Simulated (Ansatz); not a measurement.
BH₆SSi (charge +1)

Input

```
crystal:
  periodic: [false, false, false]
  atoms:
    - {symbol: B, position_ang: [-0.520021, 0.742696, -1.533086]}
    - {symbol: S, position_ang: [0.132886, 1.076533, 0.160512]}
    - {symbol: Si, position_ang: [0.109278, -0.925190, 1.245878]}
    - {symbol: H, position_ang: [0.106351, 1.158943, -2.445298]}
    - {symbol: H, position_ang: [-1.558892, 0.174662, -1.551752]}
    - {symbol: H, position_ang: [1.442891, 1.306205, -0.065285]}
    - {symbol: H, position_ang: [0.754319, -1.874283, 0.322237]}
    - {symbol: H, position_ang: [-1.346015, -1.078536, 1.413348]}
    - {symbol: H, position_ang: [0.879205, -0.581033, 2.453449]}
basis:
  gaussian: {orbitals: def2-TZVPP}
total_charge: 1
hamiltonian: {xc: pbe0, dispersion: d4}
output: {orbitals: {seedname: orbitals}}
```

Command:

```sh
ansatz run in.yaml --threads 2 --pin off --events-out ev --progress --plain --max-ram 4352MiB
```

Geometry: PBE0-D4/def2-TZVP.

Computed with RKS PBE0-D4/def2-TZVPP (Ansatz 0.2.0).

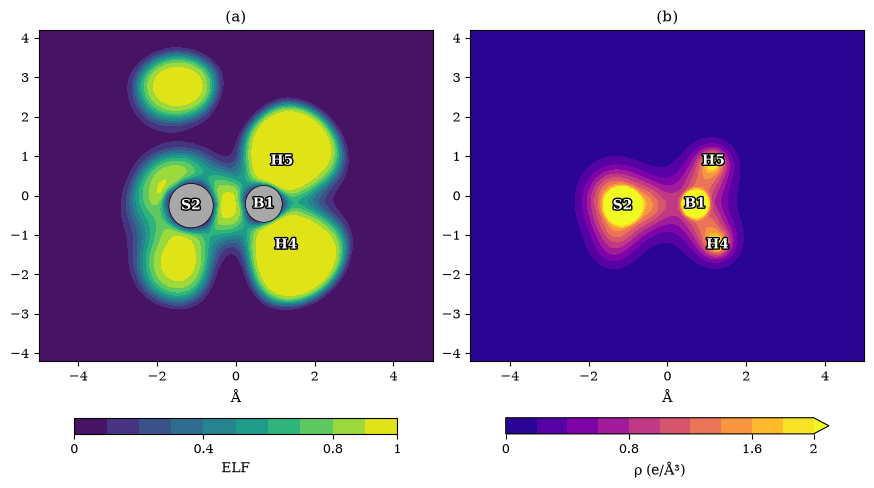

Figure 1. (a) ELF; (b) electron density on the plane of atoms S2, B1 and H4. Grey discs cover the atomic cores in the ELF map.

Q: What does the map show?

A: The section cuts through B, S and H sites. B–S (1.85 Å): the density is about 1.2 e/Å³ at the midpoint; the ELF peaks at about 0.95 between the atoms (a covalent bond). B–H (1.18 Å): ρ at the midpoint is about 1.3 e/Å³; the ELF climbs to about 1 towards the hydrogen, as it does in any bond to H: an ordinary covalent bond to hydrogen.

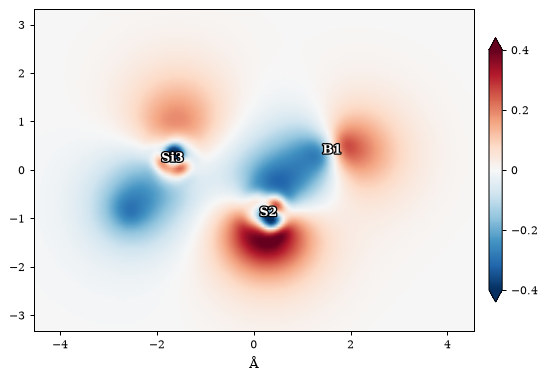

Figure 2. The HOMO on the plane of atoms B1, S2 and Si3 (values in Å⁻³ᐟ²; the overall sign is arbitrary).

Q: Describe this orbital and give its energy.

A: It lies mainly on S2 (about 40 %), Si3 (about 20 %), H7 (about 20 %), B1 (about 10 %) and H9 (about 5 %). Its energy is −14.91 eV.

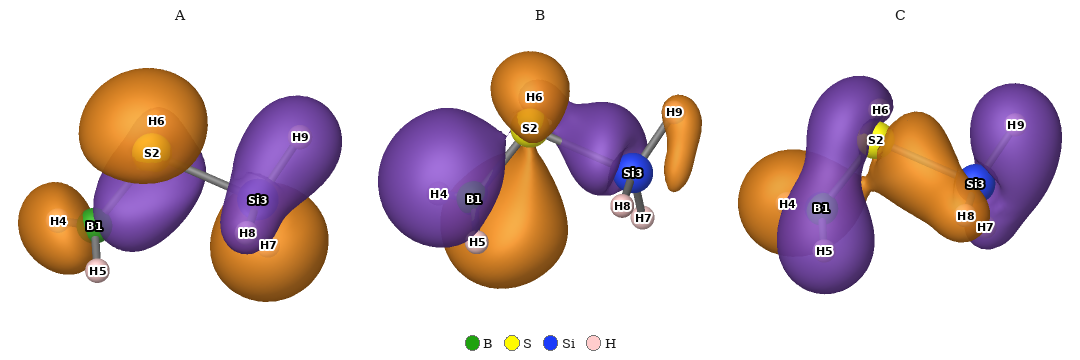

Figure 3. Three frontier orbitals at ±0.08 Å⁻³ᐟ² (orange and purple are the two phases), in no order.

Q: Order the three orbitals by energy and name them.

A: C is the HOMO−1 (−15.43 eV). It lies mainly on B1 (about 25 %), S2 (about 20 %), Si3 (about 15 %), H4 (about 15 %), H5 (about 10 %) and H9 (about 10 %). A is the HOMO (−14.91 eV). By Hirshfeld shares it lies mainly on S2 (about 40 %), Si3 (about 20 %), H7 (about 20 %), B1 (about 10 %) and H9 (about 5 %). B is the LUMO (−7.52 eV). Its weight (Hirshfeld) is mainly on B1 (about 55 %), S2 (about 20 %), Si3 (about 10 %) and H4 (about 5 %).

Q: What is the HOMO–LUMO gap?

A: 7.39 eV between the orbital energies.
